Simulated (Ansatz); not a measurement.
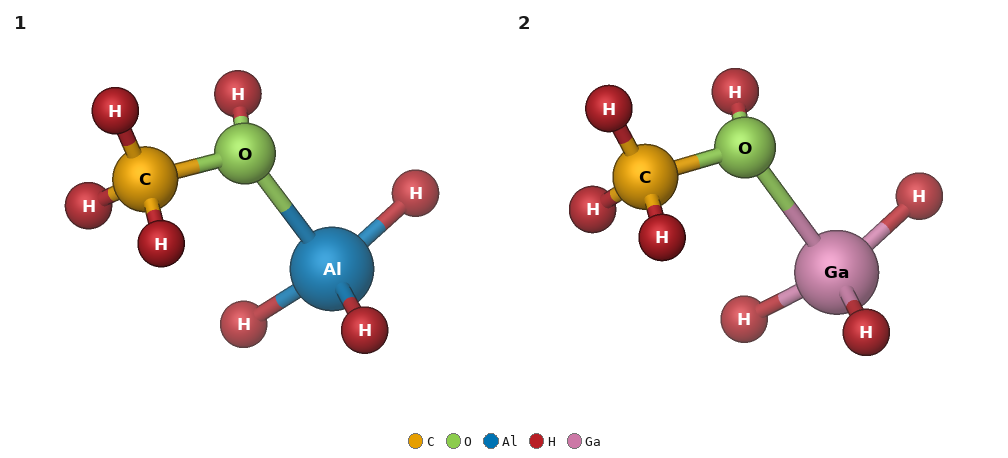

2 molecules with one skeleton, seen from the same side and at one scale. Charge 0, singlet. Computed geometries: PBE0-D4/def2-TZVP optimisations, one conformation each. Properties computed with Ansatz 0.2.0.

One atom differs, called X below: Al in panel 1, Ga in panel 2. Their formulas are CH7AlO (`C[OH+][AlH3-]`), CH7GaO (`C[OH+][GaH3-]`).

In which is the dipole moment larger (B3LYP-D4/def2-TZVPP)?

Answer. In panel 1 (X = Al).

In which is the length of X–O larger (PBE0-D4/def2-TZVP)?

Answer. In panel 2 (X = Ga).

Give the values. With PBE0-D4/def2-TZVP: mean length of X–H (Å), length of X–O (Å), mean angle O–X–H (°). With ωB97M-V/def2-SVP: HOMO energy (Kohn–Sham orbital) (eV), HOMO–LUMO gap (eV). With B3LYP-D4/def2-TZVPP: dipole moment (D).

```json
{"quantity": "mean length of X–H (Å)", "1 (Al)": "1.601", "2 (Ga)": "1.578", "2 − 1": "−0.023"}
{"quantity": "length of X–O (Å)", "1 (Al)": "1.989", "2 (Ga)": "2.150", "2 − 1": "+0.161"}
{"quantity": "mean angle O–X–H (°)", "1 (Al)": "98.3", "2 (Ga)": "96.4", "2 − 1": "−1.9"}
{"quantity": "HOMO energy (Kohn–Sham orbital) (eV)", "1 (Al)": "−9.56", "2 (Ga)": "−9.76", "2 − 1": "−0.20"}
{"quantity": "HOMO–LUMO gap (eV)", "1 (Al)": "11.33", "2 (Ga)": "11.51", "2 − 1": "+0.18"}
{"quantity": "dipole moment (D)", "1 (Al)": "5.04", "2 (Ga)": "4.18", "2 − 1": "−0.86"}
```
